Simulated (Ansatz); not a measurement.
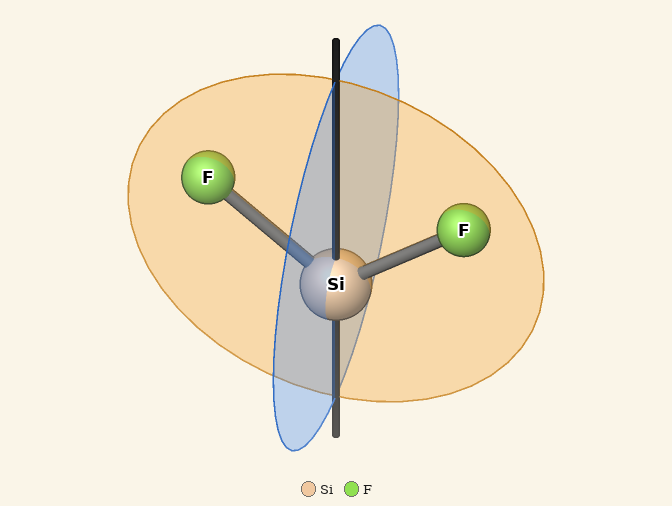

All proper rotation axes (lines) and mirror planes (discs) of the structure are drawn in. Atoms fade into the background with distance from the viewer. The geometry was computed by an optimisation with PBE0-D4/def2-TZVP.

Name the symmetry elements and the point group.

Answer. It has 1 C2 axis and 2 mirror planes. Point group C2v. The group has 4 operations. The geometry is achiral, and symmetry allows a dipole moment.
